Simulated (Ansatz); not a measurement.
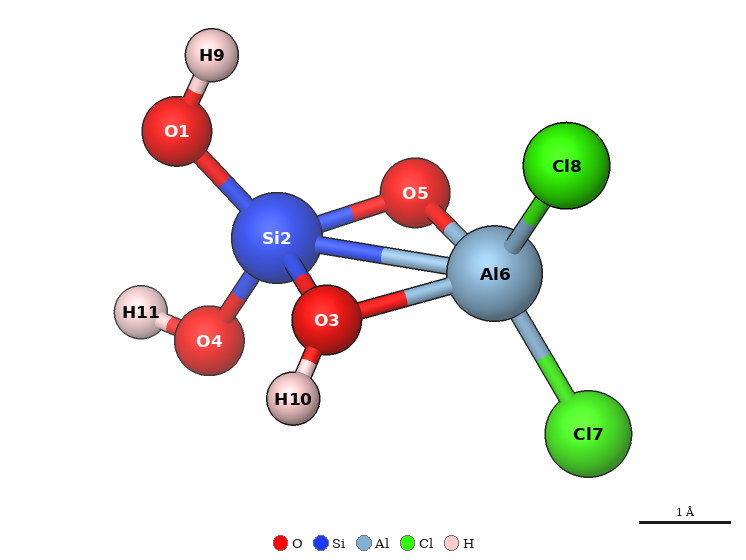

Orthographic view. Distant atoms are faded towards the background colour. Computed geometry: PBE-D4/def2-SVP optimisation. No frequency run is at hand to confirm it as a minimum.

Write a Z-matrix (Å, degrees) in the order of the atom numbers, with these reference atoms: 2 to 1; 3 to 2, 1; 4 to 2, 1, 3; 5 to 2, 4, 1; 6 to 5, 2, 4; 7 to 6, 5, 2; 8 to 6, 5, 2; 9 to 1, 2, 5; 10 to 3, 2, 5; 11 to 4, 2, 5.

```
O  
Si   1   1.652
O    2   1.771   1   113.5
O    2   1.647   1   108.0   3   114.8
O    2   1.634   4   121.5   1  -138.8
Al   5   1.798   2    99.5   4  -103.8
Cl   6   2.115   5   118.4   2   101.4
Cl   6   2.115   5   115.7   2  -110.3
H    1   0.974   2   114.6   5   -21.3
H    3   0.975   2   122.8   5  -141.9
H    4   0.973   2   115.8   5  -112.5
```
